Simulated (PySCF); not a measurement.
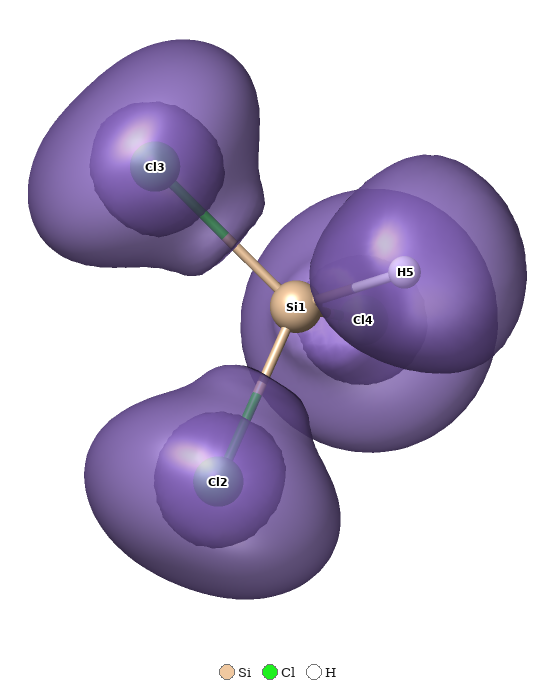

The picture shows: Cl$_{3}$HSi (SMILES Cl[SiH](Cl)Cl). Isosurface of the electron localisation function at 0.75 (purple), seen at an oblique angle. Only the valence region is drawn (cores and ρ < 0.01 e/Å³ removed).

Geometry: PBE0-D3(BJ)/def2-SVP.

Theory: PBE0/pcSseg-2, SCF density, gas phase, non-relativistic (PySCF 2.14.0).

```yaml
atoms:
  - { symbol: Si, position_ang: [0.0406, -0.0424, 0.0733] }
  - { symbol: Cl, position_ang: [-0.1571, 1.8386, -0.7014] }
  - { symbol: Cl, position_ang: [1.8221, -0.8367, -0.5382] }
  - { symbol: Cl, position_ang: [-1.4893, -1.2147, -0.6070] }
  - { symbol: H, position_ang: [0.0019, 0.0196, 1.5474] }
```

> Identify the bonds, lone pairs and shells in this picture.

The surface consists of one region around a hydrogen nucleus and three regions on Cl in which the atom's valence shell and bonds are merged. Profiles from the grid: Si–Cl (2.04 Å): the ELF peaks at about 0.85 between the atoms (a shared but strongly polarised pair). Si–H (1.48 Å): the ELF climbs to about 1 towards the hydrogen, as it does in any bond to H.
